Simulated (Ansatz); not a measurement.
One crystal and one scan (energy against volume) at two levels, PBE (plane waves to 420 eV, PAW, scalar-relativistic; Ansatz, an electronic-structure program) and r2SCAN (plane waves to 500 eV, PAW, scalar-relativistic; Ansatz), each from its own relaxed cell and on its own mesh. The cell shown is that of PBE.

CdSe (wurtzite)

```xyz
4
Lattice="4.3827 0.0000 0.0000 -2.1914 3.7955 0.0000 0.0000 0.0000 7.1545" Properties=species:S:1:pos:R:3 pbc="T T T"
Cd     2.1914     1.2652     0.0034
Cd     0.0000     2.5304     3.5806
Se     2.1914     1.2652     4.4696
Se     0.0000     2.5304     0.8924
```

Equation-of-state scan: isotropic scaling of the cell above, V₀ being its volume. The atoms relax within the cell's symmetry.

Energies are smeared free energies. CdSe was relaxed with its symmetry unable to fall. With the shape held, the modulus is that of even scaling; a crystal free to change shape is softer. Percentages come from the unrounded values. Both scans cover V/V₀ from 0.940 to 1.060.

```csv
quantity,PBE,r2SCAN,PBE − r2SCAN
Lattice constant a (Å),4.383,4.340,+0.043 (+1.0 %)
Lattice constant c (Å),7.154,7.078,+0.076 (+1.1 %)
Relaxed volume (Å³/atom),29.75,28.86,+0.89 (+3.1 %)
Pressure at the smallest volume (GPa),3.19,3.66,-0.47 (-13 %)
Energy cost of the largest compression (meV/atom),16.8,18.7,-1.9 (-10 %)
Energy cost of the largest expansion (meV/atom),13.3,14.9,-1.6 (-11 %)
Bulk modulus at fixed cell shape B₀ (third-order Birch-Murnaghan fit) (GPa),44.6,51.4,-6.8 (-13 %)
Pressure derivative B₀′ (fit),4.7,4.5,+0.2 (+3 %)
Pressure for 5 % compression (fit) (GPa),2.6,3.0,-0.4 (-13 %)
```

PBE gives the higher value for: lattice constant a; lattice constant c; relaxed volume. PBE gives the lower value for: pressure at the smallest volume; energy cost of the largest compression; energy cost of the largest expansion; bulk modulus at fixed cell shape B₀; pressure for 5 % compression. Neither level is exact: the differences show how much the result hangs on the functional.

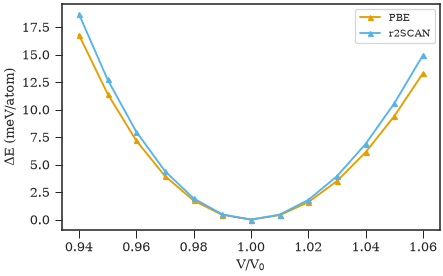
Figure. ΔE, each from the relaxed starting cell of its own level.

(A scan under strain: stresses follow from slopes of the energy per volume, elastic moduli from its curvatures.)
